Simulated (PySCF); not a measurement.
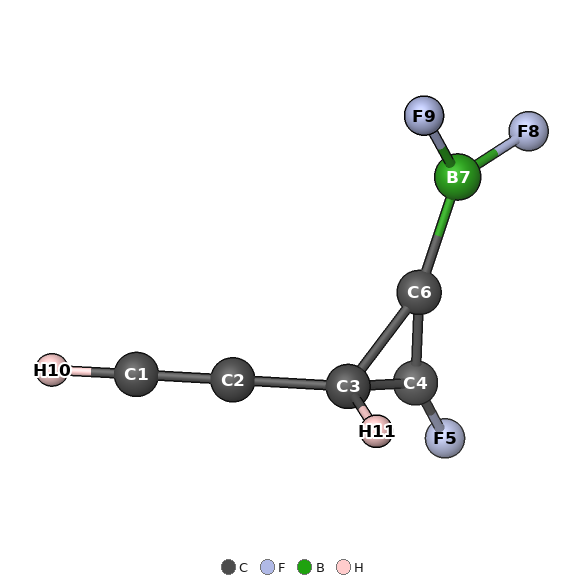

The geometry was computed by an optimisation with GFN2-xTB. No frequency run is at hand to confirm it as a minimum. Electric field gradients from the ground-state density, B3LYP/pcJ-1 (PySCF 2.14.0), non-relativistic apart from any core potentials.

Give the largest field-gradient component, the quadrupole coupling constant and the asymmetry for 11B at B7 (Q = 40.59 mb), 2H at H10 (Q = 2.86 mb), 2H at H11 (Q = 2.86 mb).

```csv
atom,V_zz (a.u.),e²qQ/h (MHz),η
B7,0.301,2.87,0.59
H10,0.383,0.257,0.01
H11,0.298,0.200,0.09
```

The geometry is semi-empirical. Around B such bond lengths and angles can be off by a tenth of an ångström or more and by several degrees, and values that hang on the shape move with them.
